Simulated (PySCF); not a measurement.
# One shape, several levels: HNCO (isocyanic acid)

Wanted: a comparison of 6 runs (HF/STO-3G, HF/3-21G, B2PLYP/def2-TZVPP, M06-L/def2-TZVPP, r2SCAN/def2-TZVPP, SCS-MP2/def2-TZVPP) of HNCO (isocyanic acid). 

The calculation is run with PySCF 2.14.0.

1 further run of the same task is left out (set aside as unsound or not needed).

### 1 The structure to begin with

HNCO: 4 atoms, total charge 0, spin state singlet. SMILES: `N=C=O`. The shape is that of a PBE0-D4/def2-TZVP optimisation.

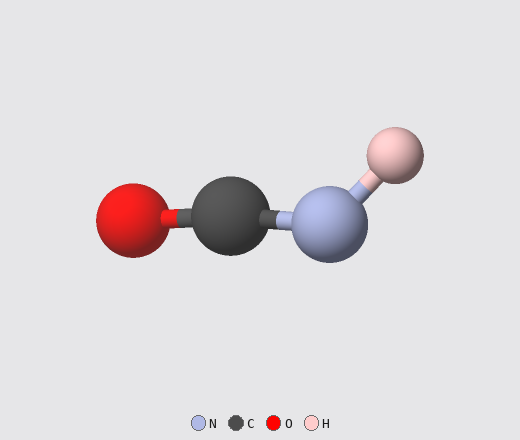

The structure, seen from a chosen angle (nitrogen light blue, carbon dark grey, oxygen red, hydrogen pink).

### 2 The energy at HF/STO-3G (run 1)

Contents of calc.py:

```python
from pyscf import gto

system = gto.M(
    atom='''
N    0.505000  -0.390800  -0.422600
C   -0.462300   0.160800   0.046400
O   -1.461800   0.645200   0.383400
H    1.419000  -0.415200  -0.007200
''',
    verbose=3,
    basis='sto-3g',
    spin=0,
    max_memory=1860,
)

myscf = system.RHF()
myscf.conv_tol = 1e-10
myscf.kernel()
if not myscf.converged:
    myscf = myscf.newton().run(myscf.mo_coeff, myscf.mo_occ)

etot = myscf.e_tot
print(f'total energy: {etot:.8f} hartree')
```

On the command line:

```sh
$ OMP_NUM_THREADS=1 python calc.py
```

The log of the run:

```text
converged SCF energy = -165.498274653925
total energy: -165.49827465 hartree
```

It took 0.94 s on 1 thread of Intel Xeon at 2.70GHz, shared host; peak memory 0.12 GiB.

### 3 A single-point energy at HF/3-21G (run 2)

Contents of job.py:

```python
from pyscf import gto, scf

system = gto.M(
    atom='N 0.505000 -0.390800 -0.422600; C -0.462300 0.160800 0.046400; O -1.461800 0.645200 0.383400; H 1.419000 -0.415200 -0.007200',
    max_memory=1860,
    basis='3-21g',
    charge=0,
    verbose=3,
)

myscf = scf.RHF(system)
myscf.conv_tol = 1e-10
myscf.kernel()
if not myscf.converged:
    myscf = myscf.newton().run(myscf.mo_coeff, myscf.mo_occ)

e_tot = myscf.e_tot
print('E(%s) = %.9f' % ('HF', e_tot))
```

On the command line:

```sh
$ OMP_NUM_THREADS=1 python job.py
```

The log of the run:

```text
converged SCF energy = -166.807465577204
E(HF) = -166.807465577
```

It took 0.81 s on 1 thread of Intel Xeon at 2.70GHz, shared host; peak memory 0.1 GiB.

Run 3 isn't shown in full; the table further down has it.

### 4 The energy at M06-L/def2-TZVPP (run 4)

Contents of input.py:

```python
from pyscf import gto, dft

system = gto.M(
    atom=[
    ('N', (0.505000, -0.390800, -0.422600)),
    ('C', (-0.462300, 0.160800, 0.046400)),
    ('O', (-1.461800, 0.645200, 0.383400)),
    ('H', (1.419000, -0.415200, -0.007200)),
],
    charge=0,
    verbose=3,
    max_memory=1860,
    basis='def2-tzvpp',
)

calc0 = dft.RKS(system)
calc0.xc = 'm06-l'
calc0.conv_tol = 1e-10
calc0.grids.level = 5
calc0.kernel()
if not calc0.converged:
    calc0 = calc0.newton().run(calc0.mo_coeff, calc0.mo_occ)

etot = calc0.e_tot
print('E(%s) = %.9f' % ('M06-L', etot))
```

On the command line:

```sh
$ OMP_NUM_THREADS=1 python input.py
```

The log of the run:

```text
converged SCF energy = -168.741549505003
E(M06-L) = -168.741549505
```

Run time: 25 s. Hardware: 1 thread of Intel Xeon at 2.70GHz, shared host; peak memory 0.59 GiB.

Run 5 isn't shown in full; the table further down has it.

### 5 A single-point energy at SCS-MP2/def2-TZVPP (run 6)

Contents of input.py:

```python
# N=C=O
from pyscf import gto, scf, mp

system = gto.M(
    atom='N 0.505000 -0.390800 -0.422600; C -0.462300 0.160800 0.046400; O -1.461800 0.645200 0.383400; H 1.419000 -0.415200 -0.007200',
    charge=0,
    verbose=4,
    basis='def2-tzvpp',
    max_memory=1860,
)

calc0 = scf.RHF(system)
calc0.conv_tol = 1e-10
calc0.kernel()
if not calc0.converged:
    calc0 = calc0.newton().run(calc0.mo_coeff, calc0.mo_occ)

pt = mp.MP2(calc0, frozen=3).run()
e_final = calc0.e_tot + 1.2 * pt.e_corr_os + pt.e_corr_ss / 3
print(f'total energy: {e_final:.8f} hartree')
```

On the command line:

```sh
$ OMP_NUM_THREADS=1 python input.py
```

The log of the run:

```text
PySCF version 2.14.0

[INPUT] num. atoms = 4
[INPUT] num. electrons = 22
[INPUT] charge = 0
[INPUT] spin (= nelec alpha-beta = 2S) = 0
[INPUT] symmetry False subgroup None
[INPUT] Mole.unit = angstrom
[INPUT] Symbol           X                Y                Z      unit          X                Y                Z       unit  Magmom
[INPUT]  1 N      0.505000000000  -0.390800000000  -0.422600000000 AA    0.954311692905  -0.738504969480  -0.798598260241 Bohr   0.0
[INPUT]  2 C     -0.462300000000   0.160800000000   0.046400000000 AA   -0.873620387386   0.303867960830   0.087683292180 Bohr   0.0
[INPUT]  3 O     -1.461800000000   0.645200000000   0.383400000000 AA   -2.762401648889   1.219251295569   0.724520996158 Bohr   0.0
[INPUT]  4 H      1.419000000000  -0.415200000000  -0.007200000000 AA    2.681521370758  -0.784614286919  -0.013606028097 Bohr   0.0

nuclear repulsion = 59.4805940974794
number of shells = 39
number of NR pGTOs = 154
number of NR cGTOs = 107
basis = def2-tzvpp
ecp = {}

******** <class 'pyscf.scf.hf.RHF'> ********
method = RHF
initial guess = minao
damping factor = 0
level_shift factor = 0
DIIS = <class 'pyscf.scf.diis.CDIIS'>
diis_start_cycle = 1
diis_space = 8
diis_damp = 0
SCF conv_tol = 1e-10
SCF conv_tol_grad = None
SCF max_cycles = 50
direct_scf = True
direct_scf_tol = 1e-13
Set gradient conv threshold to 1e-05
Initial guess from minao.
init E= -168.40503942123
  HOMO = -0.337472820151806  LUMO = 0.0861308120757142  gap/eV = 11.52684
cycle= 1 E= -167.75249141835  delta_E= 0.653  |g|= 0.64  |ddm|= 1.75
  HOMO = -0.456749420836605  LUMO = 0.0988321430664157  gap/eV = 15.11814
cycle= 2 E= -167.800296345815  delta_E= -0.0478  |g|= 0.463  |ddm|= 0.507
  HOMO = -0.460164483133184  LUMO = 0.117620439434528  gap/eV = 15.72233
cycle= 3 E= -167.836750126785  delta_E= -0.0365  |g|= 0.0597  |ddm|= 0.226
  HOMO = -0.454043791959545  LUMO = 0.121221422769711  gap/eV = 15.65376
cycle= 4 E= -167.837529962612  delta_E= -0.00078  |g|= 0.0234  |ddm|= 0.0453
  HOMO = -0.453043180134543  LUMO = 0.122549867559783  gap/eV = 15.66268
cycle= 5 E= -167.837680470412  delta_E= -0.000151  |g|= 0.00723  |ddm|= 0.0188
  HOMO = -0.454270009060831  LUMO = 0.122017696472501  gap/eV = 15.68159
cycle= 6 E= -167.837703692327  delta_E= -2.32e-05  |g|= 0.00281  |ddm|= 0.00663
  HOMO = -0.453888340582875  LUMO = 0.121981464799358  gap/eV = 15.67022
cycle= 7 E= -167.837712643289  delta_E= -8.95e-06  |g|= 0.00126  |ddm|= 0.00547
  HOMO = -0.454000247967894  LUMO = 0.121995263659979  gap/eV = 15.67364
cycle= 8 E= -167.83771473415  delta_E= -2.09e-06  |g|= 0.00039  |ddm|= 0.00296
  HOMO = -0.453959265628335  LUMO = 0.121998921256235  gap/eV = 15.67262
cycle= 9 E= -167.837714926438  delta_E= -1.92e-07  |g|= 9.56e-05  |ddm|= 0.000999
  HOMO = -0.453967569791974  LUMO = 0.121999630340085  gap/eV = 15.67287
cycle= 10 E= -167.837714933034  delta_E= -6.6e-09  |g|= 2.46e-05  |ddm|= 0.0002
  HOMO = -0.453970805663445  LUMO = 0.121997810323244  gap/eV = 15.67290
cycle= 11 E= -167.83771493335  delta_E= -3.16e-10  |g|= 4.85e-06  |ddm|= 4.23e-05
  HOMO = -0.45397118941754  LUMO = 0.121997923229831  gap/eV = 15.67292
cycle= 12 E= -167.837714933359  delta_E= -9.07e-12  |g|= 2.69e-06  |ddm|= 5.45e-06
  HOMO = -0.453971345774661  LUMO = 0.121997817964687  gap/eV = 15.67292
Extra cycle  E= -167.83771493336  delta_E= -9.66e-13  |g|= 1.8e-06  |ddm|= 2.28e-06
converged SCF energy = -167.83771493336

******** <class 'pyscf.mp.mp2.RMP2'> ********
nocc = 8, nmo = 104
frozen orbitals 3
E(RMP2) = -168.412315002569  E_corr = -0.57460006920821
E(SCS-RMP2) = -168.396562843034  E_corr = -0.558847909673943
E_corr(same-spin) = -0.150775584664511
E_corr(oppo-spin) = -0.423824484543699
total energy: -168.39656284 hartree
```

It took 3.6 s on 1 thread of Intel Xeon at 2.70GHz, shared host; peak memory 0.28 GiB.

### 6 All runs side by side

```tsv
run	level	frozen core orbitals	integration grid	energy (Eh)	dipole moment (D) of the reference	HOMO energy (eV)	LUMO energy (eV)	wall time
1	HF/STO-3G	–	–	-165.498275	1.79	-9.16	8.02	0.94 s
2	HF/3-21G	–	–	-166.807466	2.65	-11.82	4.82	0.81 s
3	B2PLYP/def2-TZVPP	3	5	-168.640467	2.22	-10.14	1.53	16 s
4	M06-L/def2-TZVPP	–	5	-168.741550	2.04	-7.53	-0.45	25 s
5	r2SCAN/def2-TZVPP	–	5	-168.671896	2.10	-7.69	-0.55	24 s
6	SCS-MP2/def2-TZVPP	3	–	-168.396563	2.32	-12.35	3.32	3.6 s
```

### 7 Results

| quantity | value |
| --- | --- |
| run 6: total energy | -168.39656 Eh |
| run 6: dipole moment (Hartree–Fock density) | 2.32 D |
| run 6: HOMO energy (Hartree–Fock orbitals) | -12.35 eV |
| run 6: LUMO energy (Hartree–Fock orbitals) | 3.32 eV |
| run 6: HOMO–LUMO gap (Hartree–Fock orbitals) | 15.67 eV |
| run 6: correlation energy (3 core orbitals frozen) | -558.8 mEh |

Over runs 1, 2, 3, 4, 5 the dipole moment (its size) runs from 1.79 D (HF/STO-3G) to 2.65 D (HF/3-21G). Over runs 1, 2, 3, 4, 5 the HOMO–LUMO gap runs from 7.08 eV (M06-L/def2-TZVPP) to 17.19 eV (HF/STO-3G). The two ends differ in method and basis. Totals of different functionals can't be ranked against each other. In run 1 the basis is minimal, so the values are rough. All runs together took 69 s, the longest 25 s.
